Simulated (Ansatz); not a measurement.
# Si: response to strain

Si is deformed so: zz strain of -3 %. What stress and forces result, by LAPW, PAW and all-electron datasets made for the crystal?

Method: DFT LDA, scalar-relativistic, in Ansatz 0.2.0.

## 1. The system as given

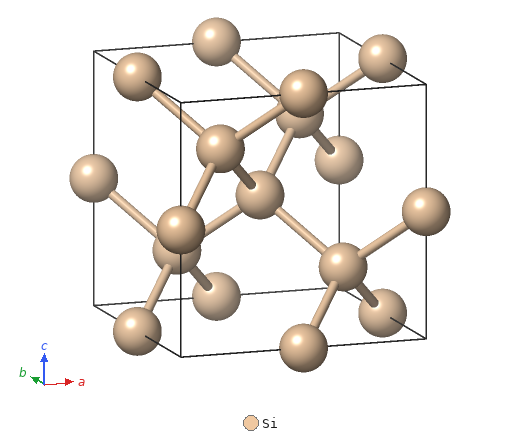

Start, viewed slightly off an axis; silicon light orange. The cell drawn here is the conventional one.

As a file:

```cif
data_structure
_symmetry_space_group_name_H-M 'Fd-3m:1'
_symmetry_Int_Tables_number 227
_cell_length_a 5.4309
_cell_length_b 5.4309
_cell_length_c 5.4309
_cell_angle_alpha 90.000
_cell_angle_beta 90.000
_cell_angle_gamma 90.000
_cell_volume 160.19
loop_
_atom_site_label
_atom_site_type_symbol
_atom_site_symmetry_multiplicity
_atom_site_Wyckoff_symbol
_atom_site_fract_x
_atom_site_fract_y
_atom_site_fract_z
_atom_site_occupancy
Si1 Si 8 a 0.50000 0.00000 0.50000 1
```

The file gives the conventional cell by its symmetry; the runs use the cell typed in the input.

Atoms are numbered in the order of the input: Si1, Si2.

## 2. After the deformation

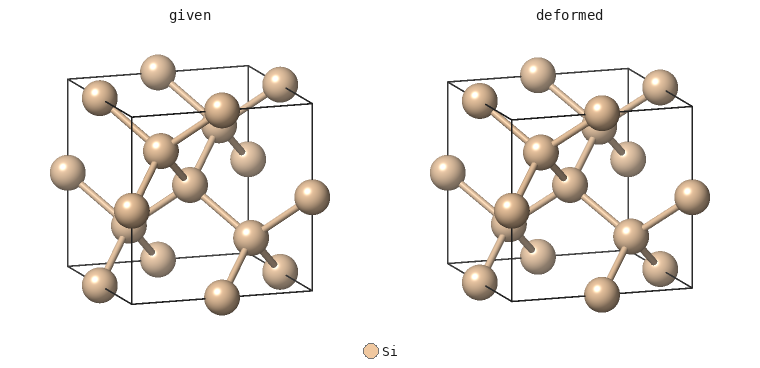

Given and deformed, at one scale.

Space group Fd-3m before, I4_1/amd after.

## 3. Full-potential LAPW

File input.yaml:

```yaml
crystal:
  lattice:
    - [0.0, 2.71547, 2.6340059]
    - [2.71547, 0.0, 2.6340059]
    - [2.71547, 2.71547, 0.0]
  atoms:
    - { symbol: Si, position: [0.5, 0.5, 0.5] }
    - { symbol: Si, position: [0.75, 0.75, 0.75] }
kpoints:
  mp_grid: { grid: [11, 11, 11] }
  band_path:
    path:
      - [0.0, 0.0, 0.0]
      - [0.0, 0.5, 0.5]
      - [0.25, 0.75, 0.5]
      - [0.0, 0.5, 0.0]
      - [0.0, 0.0, 0.0]
      - [0.5, 0.5, 0.0]
      - [0.3828515251, 0.6171484749, 0.0]
      - [-0.3828515251, 0.3828515251, 0.0]
      - [0.0, 0.0, 0.0]
    npoints: 5
scf:
  occupations: { method: fermi_dirac, width: 0.08 }
hamiltonian:
  xc: lda
  pseudopotentials: { kind: all_electron, lapw: { basis_error: 0.00025 } }
output:
  forces: true
  stress: true
  eigenvalues: true
```

Command:

```console
$ ansatz run input.yaml --threads 1 --pin off --max-ram 3072MiB --backend cpu --events-out ev --progress --plain --runs-dir out
```

Output, shortened:

```text
LAPW: plane waves up to 8.513 Å⁻¹, error target 2.5e-4 eV per atom; small_component_spin mean_spin; Si in spheres of 1.164 Å, 12 of its electrons in bands, Dirac shells []
[...]
Pseudopotentials: kind: all_electron
Pseudopotential: Si, LAPW, valence charge 12, Koelling and Harmon's equation, gaussian nucleus
Functional definition: SPW92
[...]
Crystal: 2 atoms, lattice volume = 38.845 Å³
Basis set: ecut = 276.1178713928631 eV, 403 PW (Γ), exchange–correlation at level 2
Bands: 16, of which v1, the nominal top of the filled ones, is band 12 counted from 1 (11 counted from 0)
Symmetry: 16 space group operations
Space group: I41/amd (ITA 141), of the structure as read, at distance tolerance 3.4e-5 Å
k-points: 126 of 1331
[...]
SCF iter   1: F=—  HF=-15730.611986 eV  |F-HF|=—  |Δ(HF+E_count)|=         —  Δρ=4.44e-2  dr2=8.18e-1  ethr=3.40e-3  ⟨swp⟩=2.0  Hψ=14422  notcnv=0
[...]
the basis was enlarged: its passes take 179.2 KiB over the memory plan, 1 of 1 planned eigensolver slots
SCF iter   5: F=-15730.358980 eV  HF=-15730.358980 eV  |F-HF|=7.71e-9  |Δ(HF+E_count)|=   2.33e-6  Δρ=1.47e-5  dr2=9.17e-8  ethr=1.57e-8  ⟨swp⟩=2.1  Hψ=5203  notcnv=0
[...]
NSCF: frozen V_eff on 41 k-points
SCF converged after 5 iterations
Free energy (F): -15730.358980 eV
[...]
E sigma→0 (E₀):  -15730.358512 eV
Entropy (-TS):   -0.000936 eV (-0.468 meV/atom)
Fermi energy:    7.822240 eV
[...]
--- Forces (eV/Å), atoms counted from 1 ---
  atom   1  Si     0.00000000    -0.00000000     0.00000000
  atom   2  Si     0.00000000    -0.00000000     0.00000000
[...]
--- Stress (GPa, compression-positive) ---
        0.420773       0.000000       0.000000
        0.000000       0.420773       0.000000
        0.000000       0.000000       3.130807
  P = ⅓ Tr σ = 1.3241 GPa (13.241 kbar)
--- Band table (eV; the first three rows and the last of 126) ---
  k-point 0: bands = ["-125.1839", "-125.1745", "-82.0279", "-82.0257", "-82.0257", "-82.0096", "-82.0058", "-82.0058", "-4.5273", "7.5772", "7.5772", "7.7858", "10.1194", "10.2280", "10.2280", "11.1641"]
[...]
```

Wall time 12 s (1 thread of Intel Xeon Platinum 8488C (Sapphire Rapids), shared host); peak memory 0.4 GiB.

Read from it: pressure 1.32 GPa; gap 0.11 eV, indirect from Γ to Γ–M.

## 4. PAW with frozen cores

File input.yaml:

```yaml
crystal:
  lattice:
    - [0.0, 2.71547, 2.6340059]
    - [2.71547, 0.0, 2.6340059]
    - [2.71547, 2.71547, 0.0]
  atoms:
    - { symbol: Si, position: [0.5, 0.5, 0.5] }
    - { symbol: Si, position: [0.75, 0.75, 0.75] }
kpoints:
  mp_grid: { grid: [11, 11, 11] }
scf:
  occupations: { method: fermi_dirac, width: 0.08 }
hamiltonian:
  xc: lda
  pseudopotentials: { kind: paw }
output:
  forces: true
  stress: true
  eigenvalues: true
  efg: { contact_densities: true }
```

Command:

```console
$ ansatz run input.yaml --threads 1 --pin off --max-ram 3072MiB --backend cpu --events-out ev --progress --plain --runs-dir out
```

Output, shortened:

```text
[...]
Pseudopotentials: kind: paw
Pseudopotential: Si, paw, valence charge 4, recommended cutoff 420 eV (normal)
Functional definition: SPW92
[...]
Crystal: 2 atoms, lattice volume = 38.845 Å³
Basis set: ecut = 420 eV, 741 PW (Γ)
Bands: 8, of which v1, the nominal top of the filled ones, is band 4 counted from 1 (3 counted from 0)
Symmetry: 16 space group operations
Space group: I41/amd (ITA 141), of the structure as read, at distance tolerance 3.4e-5 Å
k-points: 126 of 1331
[...]
SCF iter   1: F=—  HF=-1217.288035 eV  |F-HF|=—  |Δ(HF+E_count)|=         —  Δρ=4.16e-3  dr2=3.99e-3  ethr=1.77e-3  ⟨swp⟩=5.9  Hψ=8876  notcnv=0
[...]
SCF iter   6: F=-1217.287179 eV  HF=-1217.287179 eV  |F-HF|=3.41e-12  |Δ(HF+E_count)|=   1.07e-9  Δρ=2.42e-7  dr2=9.27e-12  ethr=4.99e-11  ⟨swp⟩=1.3  Hψ=3251  notcnv=0
[...]
SCF converged after 6 iterations
Free energy (F): -1217.287179 eV
[...]
E sigma→0 (E₀):  -1217.286705 eV
Entropy (-TS):   -0.000948 eV (-0.474 meV/atom)
Fermi energy:    6.547660 eV
[...]
--- Forces (eV/Å), atoms counted from 1 ---
  atom   1  Si     0.00000000     0.00000000     0.00000000
  atom   2  Si     0.00000000     0.00000000     0.00000000
[...]
--- Stress (GPa, compression-positive) ---
        0.489741       0.000000       0.000000
        0.000000       0.489741       0.000000
        0.000000      -0.000000       3.192306
  P = ⅓ Tr σ = 1.3906 GPa (13.906 kbar)
--- PAW observables at the nuclei: V_zz in 10²¹ V/m², potentials from the cell's mean, atoms counted from 1 ---
  atom   1  Si V_zz =    +0.046038   η = 0.0000   by run symmetry: allowed
            electrostatic potential = -1359.208190 V   contact ρ = 12691.869684 e/Å³
  atom   2  Si V_zz =    +0.046038   η = 0.0000   by run symmetry: allowed
            electrostatic potential = -1359.208190 V   contact ρ = 12691.869684 e/Å³
--- Band table (eV; the first three rows and the last of 126) ---
  k-point 0: bands = ["-5.8012", "6.3043", "6.3043", "6.5126", "8.8446", "8.9528", "8.9528", "9.8913"]
[...]
```

Run time: 2 s. Hardware: 1 thread of Intel Xeon Platinum 8488C (Sapphire Rapids), shared host; peak memory 0.36 GiB.

Read from it: pressure 1.39 GPa; Vzz Si1 0.05 (η = 0.00) (10²¹ V/m²).

## 5. All-electron PAW on datasets made for the crystal

Changes to input.yaml since step 4:

```diff
@@ -14,3 +14,3 @@
   xc: lda
-  pseudopotentials: { kind: paw }
+  pseudopotentials: { kind: all_electron, datasets: crystal }
 output:
```

Command:

```console
$ ansatz run input.yaml --threads 1 --pin off --max-ram 3072MiB --backend cpu --events-out ev --progress --plain --runs-dir out
```

Output, shortened:

```text
[...]
Pseudopotentials: kind: all_electron
Pseudopotential: Si, paw, valence charge 12, recommended cutoff 200 eV (normal), Koelling and Harmon's equation, gaussian nucleus
Functional definition: SPW92
[...]
Crystal: 2 atoms, lattice volume = 38.845 Å³
Basis set: ecut = 200 eV, 259 PW (Γ)
Bands: 8, of which v1, the nominal top of the filled ones, is band 4 counted from 1 (3 counted from 0)
Symmetry: 16 space group operations
Space group: I41/amd (ITA 141), of the structure as read, at distance tolerance 3.4e-5 Å
k-points: 126 of 1331
[...]
SCF iter   1: F=—  HF=-15730.558831 eV  |F-HF|=—  |Δ(HF+E_count)|=         —  Δρ=4.74e-2  dr2=8.59e-1  ethr=9.44e-3  ⟨swp⟩=3.2  Hψ=6738  notcnv=0
[...]
SCF iter   6: F=-15730.359117 eV  HF=-15730.359117 eV  |F-HF|=3.64e-9  |Δ(HF+E_count)|=   4.59e-6  Δρ=1.65e-5  dr2=2.68e-8  ethr=6.33e-9  ⟨swp⟩=3.1  Hψ=2041  notcnv=0
[...]
--- Forces (eV/Å), atoms counted from 1 ---
  atom   1  Si    -0.00000000    -0.00000000     0.00000000
  atom   2  Si     0.00000000     0.00000000     0.00000000
[...]
--- Stress (GPa, compression-positive) ---
        0.420726       0.000000       0.000000
        0.000000       0.420726       0.000000
        0.000000       0.000000       3.130329
  P = ⅓ Tr σ = 1.3239 GPa (13.239 kbar)
  It holds what live shells' own plane waves past their cutoff add
--- PAW observables at the nuclei: V_zz in 10²¹ V/m², potentials from the cell's mean, atoms counted from 1 ---
  atom   1  Si V_zz =    +0.037489   η = 0.0000   by run symmetry: allowed
            electrostatic potential = -1355.874771 V   contact ρ = 12700.662771 e/Å³
  atom   2  Si V_zz =    +0.037489   η = 0.0000   by run symmetry: allowed
            electrostatic potential = -1355.874771 V   contact ρ = 12700.662771 e/Å³
--- Band table (eV; the first three rows and the last of 126) ---
  k-point 0: bands = ["-4.5272", "7.5773", "7.5773", "7.7859", "10.1196", "10.2281", "10.2281"]
[...]
```

Run time: 3.9 s. Hardware: 1 thread of Intel Xeon Platinum 8488C (Sapphire Rapids), shared host; peak memory 0.36 GiB.

Result: pressure 1.32 GPa; Vzz Si1 0.04 (η = 0.00) (10²¹ V/m²).

## 6. Side by side

Stress (GPa, compression positive):

```csv
method,xx,yy,zz,yz,xz,xy
LAPW,0.42,0.42,3.13,0.00,0.00,0.00
PAW,0.49,0.49,3.19,0.00,0.00,0.00
crystal datasets,0.42,0.42,3.13,0.00,0.00,0.00
```

| method | pressure (GPa) | gap on the k mesh (eV) | Vzz Si1 (10²¹ V/m²) | SCF cycles, all passes |
| --- | --- | --- | --- | --- |
| LAPW | 1.32 | 0.13 | – | 5 |
| PAW | 1.39 | – | 0.05 | 6 |
| crystal datasets | 1.32 | – | 0.04 | 6 |

## 7. Results

```
                                 quantity                                           value
                                 pressure  LAPW 1.32, PAW 1.39, crystal datasets 1.32 GPa
largest shear or deviatoric stress (LAPW)                                        1.81 GPa
```

**Reading.** The largest part of the stress beyond the pressure is 1.81 GPa in size, in the zz component; the atoms are carried along and not relaxed. No run of the undeformed cell stands beside it, so the pressure holds what the given cell had before the change. PAW: stress within 0.07 GPa of LAPW. Crystal datasets: stress within 0.01 GPa of LAPW.
